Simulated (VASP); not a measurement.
# NiO: what each functional gives, and what it costs, part 3 of 6

Wanted: bands and gap of NiO from one functional after another. The start is a cell from a database of measured crystal structures.

VASP 6.6.1, plane waves and PAW; the level of theory is named at each step.

So far. Step 2 (Magnetic order: ferromagnetic): The run ends ferromagnetic with a largest moment of 1.75 μB, and the mesh shows a gap of 1.40 eV. Step 3 (Magnetic order: antiferromagnetic, q = (0, 0, 1/2)): The energy lies -64.7 meV an atom from the first pattern. The run ends antiferromagnetic with a largest moment of 1.64 μB, and the mesh shows a gap of 2.76 eV.

## Step 4: Magnetic order: antiferromagnetic, q = (1/2, 1/2, 0)

Level of this step: PBE, DFT+U (Ni d 4 eV), spin-polarised from an antiferromagnetic start; plane waves and PAW (Ni, O) (VASP).

Next, a pattern with opposite moments, which needs a doubled cell; q is given in the reciprocal vectors of the primitive cell.

Contents of INCAR:

```
SYSTEM = NiO
PREC = Accurate
ENCUT = 520
EDIFF = 1E-06
NELM = 100
ISMEAR = -1
SIGMA = 0.05
LREAL = .FALSE.
ALGO = Normal
GGA = PE
NBANDS = 24
ISPIN = 2
MAGMOM = 1 -1 0 0
LDAU = .TRUE.
LDAUTYPE = 2
LDAUL = 2 -1
LDAUU = 4 0
LDAUJ = 0 0
LDAUPRINT = 1
LASPH = .TRUE.
LMAXMIX = 4
LORBIT = 11
LWAVE = .FALSE.
LCHARG = .FALSE.
KPAR = 8
ISIF = 2
```

Contents of POSCAR:

```
NiO
1.0
    0.0000000000      4.1718032828      4.1718032828
    2.0859016414      2.0859016414      4.1718032828
    2.0859016414      2.0859016414      0.0000000000
Ni O
2 2
Direct
    0.0000000000      0.0000000000      0.0000000000
    0.5000000000      0.0000000000      0.0000000000
    0.0000000000      0.5000000000      0.5000000000
    0.5000000000      0.5000000000      0.5000000000
```

Contents of KPOINTS:

```
Automatic mesh
0
Gamma
9 9 9
0 0 0
```

The projector-augmented-wave data sets are Ni and O (PBE family, release 64).

Started as:

```bash
$ mpirun -np 8 vasp_std
```

Output:

```text
[... set-up lines as in an earlier step ...]
 entering main loop
       N       E                     dE             d eps       ncg     rms          rms(c)
DAV:   1     0.246229171335E+03    0.24623E+03   -0.15367E+04  7432   0.178E+03
DAV:   2     0.214429000546E+01   -0.24408E+03   -0.22184E+03  7672   0.359E+02
DAV:   3    -0.208233103776E+02   -0.22968E+02   -0.22070E+02  8368   0.127E+02
DAV:   4    -0.212177588643E+02   -0.39445E+00   -0.39391E+00  8176   0.170E+01
DAV:   5    -0.212266860051E+02   -0.89271E-02   -0.89268E-02  8576   0.246E+00    0.223E+01
DAV:   6    -0.204017905228E+02    0.82490E+00   -0.22662E+01  9888   0.956E+01    0.241E+01
DAV:   7    -0.206303697026E+02   -0.22858E+00   -0.39441E+00  8816   0.413E+01    0.123E+01
DAV:   8    -0.208917640297E+02   -0.26139E+00   -0.55732E-01  9952   0.762E+00    0.820E+00
DAV:   9    -0.209632348748E+02   -0.71471E-01   -0.62814E-02 11040   0.101E+01    0.988E-01
DAV:  10    -0.209823641595E+02   -0.19129E-01   -0.52830E-02 10056   0.319E+00    0.408E-01
DAV:  11    -0.209816137836E+02    0.75038E-03   -0.53092E-03 10072   0.201E+00    0.116E-01
DAV:  12    -0.209819109894E+02   -0.29721E-03   -0.11803E-03  7936   0.361E-01    0.742E-02
DAV:  13    -0.209820024601E+02   -0.91471E-04   -0.11612E-04 10152   0.164E-01    0.194E-02
DAV:  14    -0.209820117114E+02   -0.92513E-05   -0.30258E-05  9672   0.583E-02    0.880E-03
DAV:  15    -0.209820123799E+02   -0.66848E-06   -0.26447E-06  6840   0.207E-02
   1 F= -.20982012E+02 E0= -.20982012E+02  d E =-.179336E-07  mag=    -0.0000
```

The job ended after 34 s (8 MPI ranks of Intel Xeon Platinum 8259CL at 2.50GHz (Skylake/Cascade Lake), shared host; peak memory 2.7 GiB).

OUTCAR, selected parts (step 4):

```text
  LATTYP: Found a simple tetragonal cell.
 ALAT       =     2.9499103910
 C/A-ratio  =     1.4142135624

 Subroutine GETGRP returns: Found 16 space group operations
 (whereof 16 operations were pure point group operations)

The static configuration has the point symmetry D_4h.

 Found     75 irreducible k-points:

   k-points           NKPTS =     75   k-points in BZ     NKDIM =     75   number of bands    NBANDS=     24

   dimension x,y,z NGX =    48 NGY =   40 NGZ =   24
   dimension x,y,z NGXF=    96 NGYF=   80 NGZF=   48

   ENCUT  =  520.0 eV  38.22 Ry    6.18 a.u.  10.97  9.50  5.48*2*pi/ulx,y,z

   NELECT =      32.0000    total number of electrons

atom =   1  type =  1  l = 2

 onsite density matrix

spin component  1

  0.9774 -0.0000 -0.0000 -0.0000  0.0000
 -0.0000  0.9772 -0.0000 -0.0000 -0.0000
 -0.0000 -0.0000  1.0272  0.0000  0.0000
 -0.0000 -0.0000  0.0000  0.9772 -0.0000
  0.0000 -0.0000  0.0000 -0.0000  1.0272

spin component  2

  0.9745 -0.0000 -0.0000 -0.0000 -0.0000
 -0.0000  0.9749  0.0000 -0.0000  0.0000
 -0.0000  0.0000  0.1632 -0.0000 -0.0000
 -0.0000 -0.0000 -0.0000  0.9749  0.0000
 -0.0000  0.0000 -0.0000  0.0000  0.1651

 occupancies and eigenvectors

  o =  0.1632  v =  0.0000  0.0000  0.0000  0.0000  0.0000  0.0000  0.0000 -1.0000 -0.0000 -0.0000      0.0000  0.0000  0.0000  0.0000  0.0000  0.0000  0.0000  0.0000  0.0000  0.0000
  o =  0.1651  v =  0.0000  0.0000  0.0000  0.0000  0.0000  0.0000  0.0000 -0.0000 -0.0000  1.0000      0.0000  0.0000  0.0000  0.0000  0.0000  0.0000  0.0000  0.0000  0.0000  0.0000
  o =  0.9745  v =  0.0000  0.0000  0.0000  0.0000  0.0000  1.0000  0.0000  0.0000  0.0000  0.0000      0.0000  0.0000  0.0000  0.0000  0.0000  0.0000  0.0000  0.0000  0.0000  0.0000
  o =  0.9749  v =  0.0000  0.0000  0.0000  0.0000  0.0000  0.0000 -0.5724 -0.0000  0.8200  0.0000      0.0000  0.0000  0.0000  0.0000  0.0000  0.0000  0.0000  0.0000  0.0000  0.0000
  o =  0.9749  v =  0.0000  0.0000  0.0000  0.0000  0.0000  0.0000  0.8200  0.0000  0.5724 -0.0000      0.0000  0.0000  0.0000  0.0000  0.0000  0.0000  0.0000  0.0000  0.0000  0.0000
  o =  0.9772  v =  0.0000  0.4927 -0.0000  0.8702  0.0000  0.0000  0.0000  0.0000  0.0000  0.0000      0.0000  0.0000  0.0000  0.0000  0.0000  0.0000  0.0000  0.0000  0.0000  0.0000
  o =  0.9772  v =  0.0000 -0.8702  0.0000  0.4927  0.0000  0.0000  0.0000  0.0000  0.0000  0.0000      0.0000  0.0000  0.0000  0.0000  0.0000  0.0000  0.0000  0.0000  0.0000  0.0000
  o =  0.9774  v =  1.0000  0.0000  0.0000  0.0000  0.0000  0.0000  0.0000  0.0000  0.0000  0.0000      0.0000  0.0000  0.0000  0.0000  0.0000  0.0000  0.0000  0.0000  0.0000  0.0000
  o =  1.0272  v =  0.0000  0.0000  1.0000 -0.0000  0.0000  0.0000  0.0000  0.0000  0.0000  0.0000      0.0000  0.0000  0.0000  0.0000  0.0000  0.0000  0.0000  0.0000  0.0000  0.0000
  o =  1.0272  v =  0.0000  0.0000 -0.0000 -0.0000  1.0000  0.0000  0.0000  0.0000  0.0000  0.0000      0.0000  0.0000  0.0000  0.0000  0.0000  0.0000  0.0000  0.0000  0.0000  0.0000

atom =   2  type =  1  l = 2

 onsite density matrix

spin component  1

  0.9745  0.0000 -0.0000  0.0000 -0.0000
  0.0000  0.9749  0.0000  0.0000  0.0000
 -0.0000  0.0000  0.1632 -0.0000  0.0000
  0.0000  0.0000 -0.0000  0.9749  0.0000
 -0.0000  0.0000  0.0000  0.0000  0.1651

spin component  2

  0.9774  0.0000  0.0000 -0.0000 -0.0000
  0.0000  0.9772 -0.0000  0.0000 -0.0000
  0.0000 -0.0000  1.0272  0.0000  0.0000
 -0.0000  0.0000  0.0000  0.9772 -0.0000
 -0.0000 -0.0000  0.0000 -0.0000  1.0272

 occupancies and eigenvectors

  o =  0.1632  v =  0.0000  0.0000  1.0000  0.0000 -0.0000  0.0000  0.0000  0.0000  0.0000  0.0000      0.0000  0.0000  0.0000  0.0000  0.0000  0.0000  0.0000  0.0000  0.0000  0.0000
  o =  0.1651  v =  0.0000 -0.0000  0.0000 -0.0000  1.0000  0.0000  0.0000  0.0000  0.0000  0.0000      0.0000  0.0000  0.0000  0.0000  0.0000  0.0000  0.0000  0.0000  0.0000  0.0000
  o =  0.9745  v =  1.0000  0.0000  0.0000  0.0000  0.0000  0.0000  0.0000  0.0000  0.0000  0.0000      0.0000  0.0000  0.0000  0.0000  0.0000  0.0000  0.0000  0.0000  0.0000  0.0000
  o =  0.9749  v =  0.0000  0.1425 -0.0000 -0.9898  0.0000  0.0000  0.0000  0.0000  0.0000  0.0000      0.0000  0.0000  0.0000  0.0000  0.0000  0.0000  0.0000  0.0000  0.0000  0.0000
  o =  0.9749  v =  0.0000  0.9898 -0.0000  0.1425 -0.0000  0.0000  0.0000  0.0000  0.0000  0.0000      0.0000  0.0000  0.0000  0.0000  0.0000  0.0000  0.0000  0.0000  0.0000  0.0000
  o =  0.9772  v =  0.0000  0.0000  0.0000  0.0000  0.0000  0.0000  0.9872 -0.0000  0.1595 -0.0000      0.0000  0.0000  0.0000  0.0000  0.0000  0.0000  0.0000  0.0000  0.0000  0.0000
  o =  0.9772  v =  0.0000  0.0000  0.0000  0.0000  0.0000  0.0000 -0.1595  0.0000  0.9872 -0.0000      0.0000  0.0000  0.0000  0.0000  0.0000  0.0000  0.0000  0.0000  0.0000  0.0000
  o =  0.9774  v =  0.0000  0.0000  0.0000  0.0000  0.0000  1.0000  0.0000  0.0000  0.0000  0.0000      0.0000  0.0000  0.0000  0.0000  0.0000  0.0000  0.0000  0.0000  0.0000  0.0000
  o =  1.0272  v =  0.0000  0.0000  0.0000  0.0000  0.0000  0.0000  0.0000  1.0000  0.0000  0.0000      0.0000  0.0000  0.0000  0.0000  0.0000  0.0000  0.0000  0.0000  0.0000  0.0000
  o =  1.0272  v =  0.0000  0.0000  0.0000  0.0000  0.0000  0.0000  0.0000 -0.0000  0.0000  1.0000      0.0000  0.0000  0.0000  0.0000  0.0000  0.0000  0.0000  0.0000  0.0000  0.0000

 E-fermi :   8.0674

 spin component 1
 k-point     1 :       0.0000    0.0000    0.0000
  band No.  band energies     occupation
    ...
     12       4.6488      1.00000
     13       4.6493      1.00000
     14       5.5378      1.00000
     15       5.5514      1.00000
     16       5.5515      1.00000
     17       8.8046      0.00000
     18       9.0794      0.00000
     19       9.7708      0.00000
     20      14.2859      0.00000
     21      18.9257      0.00000
    ...

 k-point     2 :       0.1111    0.0000    0.0000
  band No.  band energies     occupation
    ...
     12       4.6356      1.00000
     13       4.6755      1.00000
     14       5.1816      1.00000
     15       5.5846      1.00000
     16       5.6047      1.00000
     17       9.1072      0.00000
     18       9.1443      0.00000
     19      10.4060      0.00000
     20      14.6824      0.00000
     21      18.8740      0.00000
    ...

 k-point     3 :       0.2222    0.0000    0.0000
  band No.  band energies     occupation
    ...
     12       4.5992      1.00000
     13       4.8090      1.00000
     14       4.8884      1.00000
     15       5.7268      1.00000
     16       6.0124      1.00000
     17       9.2352      0.00000
     18       9.8055      0.00000
     19      11.7404      0.00000
     20      15.6622      0.00000
     21      18.3682      0.00000
    ...

 k-point     4 :       0.3333    0.0000    0.0000
  band No.  band energies     occupation
    ...
     12       4.5604      1.00000
     13       5.0418      1.00000
     14       5.0435      1.00000
     15       5.7953      1.00000
     16       6.6467      1.00000
     17       9.2956      0.00000
     18      10.5484      0.00000
     19      13.1956      0.00000
     20      16.8267      0.00000
     21      17.3734      0.00000
    ...

  Total        1.3354564      1.3354564      1.3198523      0.0000000      0.0000000     -0.0000000
  in kB       58.9384660     58.9384660     58.2498018      0.0000000      0.0000000     -0.0000000
  external PRESSURE =      58.7089113 kB  Pullay stress =       0.0000000 kB

  energy-cutoff  :      520.00
  volume of cell :       36.30
      direct lattice vectors                 reciprocal lattice vectors
     0.000000000  4.171803283  4.171803283    -0.239704495  0.239704495  0.000000000
     2.085901641  2.085901641  4.171803283     0.239704495 -0.239704495  0.239704495
     2.085901641  2.085901641  0.000000000     0.239704495  0.239704495 -0.239704495

 POSITION                                       TOTAL-FORCE (eV/Angst)
 -----------------------------------------------------------------------------------
      0.00000      0.00000      0.00000        -0.000000     -0.000000     -0.000000
      0.00000      2.08590      2.08590         0.000000      0.000000      0.000000
      2.08590      2.08590      2.08590         0.000000     -0.000000     -0.000000
      2.08590      4.17180      4.17180        -0.000000     -0.000000      0.000000
 -----------------------------------------------------------------------------------
    total drift:                                0.000000      0.000000      0.000000

  FREE ENERGIE OF THE ION-ELECTRON SYSTEM (eV)
  ---------------------------------------------------
  free  energy   TOTEN  =       -20.9820123799 eV

  energy  without entropy=      -20.9820123619  energy(sigma->0) =      -20.98201237

 total charge
# of ion       s       p       d       tot
------------------------------------------
    1        0.344   0.425   8.213   8.981
    2        0.344   0.425   8.213   8.981
    3        1.549   3.476   0.000   5.025
    4        1.549   3.476   0.000   5.025
--------------------------------------------------
tot          3.786   7.803  16.425  28.013

 magnetization (x)
# of ion       s       p       d       tot
------------------------------------------
    1        0.015   0.018   1.732   1.766
    2       -0.015  -0.018  -1.732  -1.766
    3       -0.008  -0.069   0.000  -0.077
    4        0.008   0.069   0.000   0.077
--------------------------------------------------
tot         -0.000   0.000   0.000  -0.000

[... 6 further parts left out ...]
```

At this level the cell is under a pressure of 5.9 GPa, so at these settings it is away from equilibrium.

This step gave:

```yaml
scf_cycles: 15
irreducible_k_points: 75
symmetry_operations: 16
free_energy_toten: -20.98 eV
fermi_energy: 8.067 eV
pressure: 5.871 GPa
valence_top_at_k: 0, 0.4444, 0
conduction_bottom_at_k: 0.4444, 0.4444, 0
least_direct_gap_at_k: 0.4444, -0.3333, 0.2222
gap_on_the_k_mesh: 1.506 eV
least_direct_gap_on_the_k_mesh: 2.163 eV
```

Spin moment in the PAW sphere by atom:

```
atom  spin moment in the PAW sphere (μB)
 Ni1                                1.77
 Ni2                               -1.77
  O3                               -0.08
  O4                                0.08
```

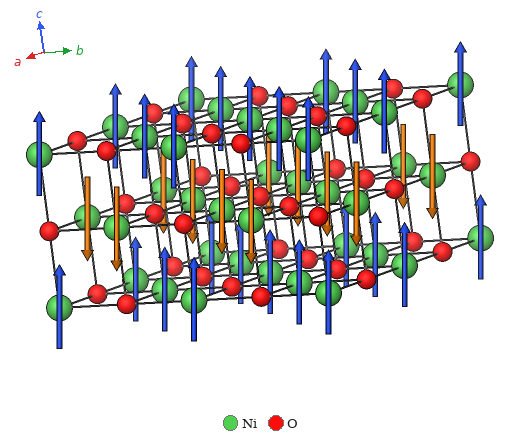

Spin moment in the PAW sphere as arrows, the longest 1.77 μB. Up and down stand for the sign. Arrows give size and sign along the axis of quantisation, drawn up and down the page. The two directions have two colours. 2×2×1 conventional cells are drawn. Some periodic images of atoms are drawn too.

The energy lies +7.4 meV an atom from the first pattern. The run ends antiferromagnetic with a largest moment of 1.77 μB, and the mesh shows a gap of 1.51 eV.

## Step 5: The orders side by side

This step: collinear orders at PBE, DFT+U (Ni d 4 eV); plane waves and PAW (VASP 6.6.1).

No new run; the numbers come from the runs before.

Patterns, by row:

```csv
start,atoms,energy less that of the first (meV/atom),largest site moment (μB),end state
ferromagnetic,2,0,1.75,ferromagnetic
"antiferromagnetic, q = (0, 0, 1/2)",4,-64.7,1.64,antiferromagnetic
"antiferromagnetic, q = (1/2, 1/2, 0)",4,7.4,1.77,antiferromagnetic
```

The session goes on in the lowest magnetic state found: antiferromagnetic, q = (0, 0, 1/2). The next one lies 64.7 meV an atom higher. The search used PBE + U; the runs below name their own level.

[end of part 3 of 6]

[Lines on the potential files, build, host, timing and source positions are cut from VASP's logs without a mark.]

[Logs are printed without paths, hosts, clocks, repeated set-up lines and the standing remarks that a program may print on its own settings, such as how far it seeks lower states.]

[Hosts, paths, dates, database ids (printed as entryN), source tags and the programs' standing remarks are cut or masked in the printed files.]

[A measured line is paired with the nearest computed mode of its activity, which favours agreement.]
